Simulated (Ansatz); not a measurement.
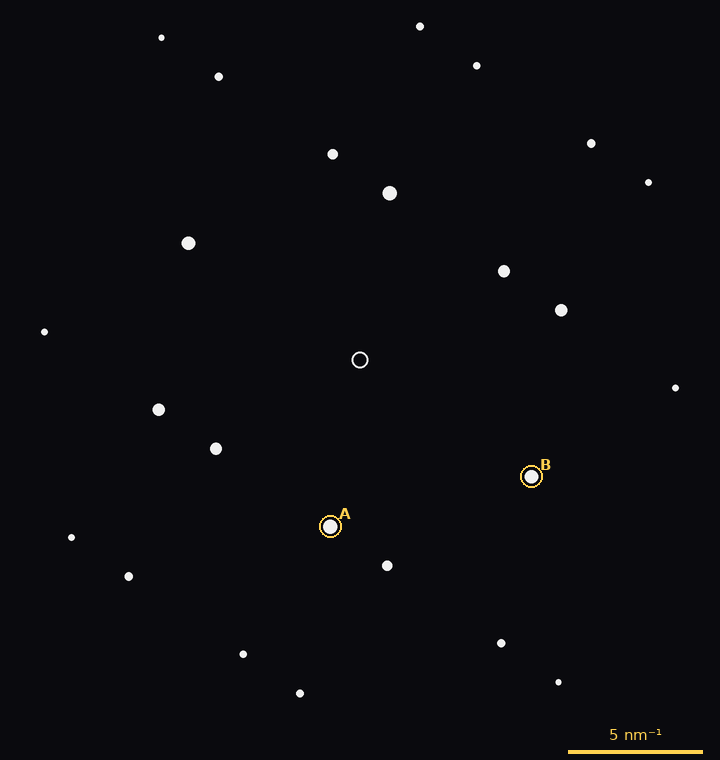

Computed electron diffraction pattern, 80 kV, single scattering only, B = 1 Å². Two individuals of a reflection twin are superposed (a geometric construction: whether this twin forms is not tested; the second individual is smaller and so fainter). Crystal: Mo, space group Im-3m (No. 229), a = 3.15 Å, zone axis [210]. Structure: the input geometry of an electronic-structure calculation (not necessarily at equilibrium).

```cif
data_structure
_symmetry_space_group_name_H-M 'Im-3m'
_symmetry_Int_Tables_number 229
_cell_length_a 3.1500
_cell_length_b 3.1500
_cell_length_c 3.1500
_cell_angle_alpha 90.000
_cell_angle_beta 90.000
_cell_angle_gamma 90.000
_cell_volume 31.26
loop_
_atom_site_label
_atom_site_type_symbol
_atom_site_symmetry_multiplicity
_atom_site_Wyckoff_symbol
_atom_site_fract_x
_atom_site_fract_y
_atom_site_fract_z
_atom_site_occupancy
Mo1 Mo 2 a 0.00000 0.00000 0.00000 1
```

In the first individual spot A is 0 0 -2 and spot B is -1 2 -1.

Q: Find the twin plane.

A: (1-21). The spot positions of the combined pattern are mirror-symmetric about the row through 1 -2 1 (d = 1.286 Å), which both individuals share, while a single individual has only symmetry 2mm without that mirror line. Friedel's law adds the mirror line at right angles, so a twin on (1-2-5) would give the same picture; the more widely spaced plane was used.

Q: Which other reflections coincide?

A: Within the frame only the reflections of the common row coincide.
